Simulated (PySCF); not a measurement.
| atom | x (Å) | y (Å) | z (Å) |
| --- | --- | --- | --- |
| Zn | 0.0000 | 0.0000 | -0.3229 |
| C | 0.0000 | 0.0000 | 1.7201 |

⟨S²⟩ = 0.82, above the pure value of 0.75.

Level of theory: PBE0/6-31G(d,p), non-relativistic, at a bond length of 2.043 Å (PySCF).

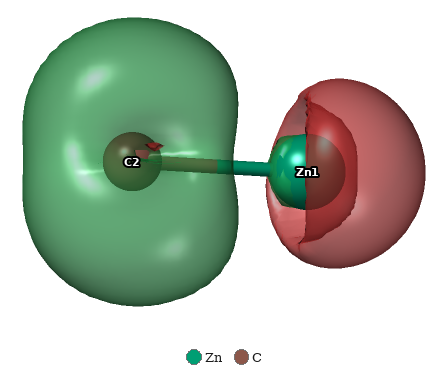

ZnC (charge +1, doublet). Isosurfaces of the spin density (α minus β) at +0.015 (green) and −0.015 e/Å³ (red), seen from one side.

Q: Describe the spin distribution.

A: The unpaired spin (1 electron) lies mostly on C2 (about 1.1), in electrons by Hirshfeld's partition, with opposite, polarisation-induced spin on Zn1.
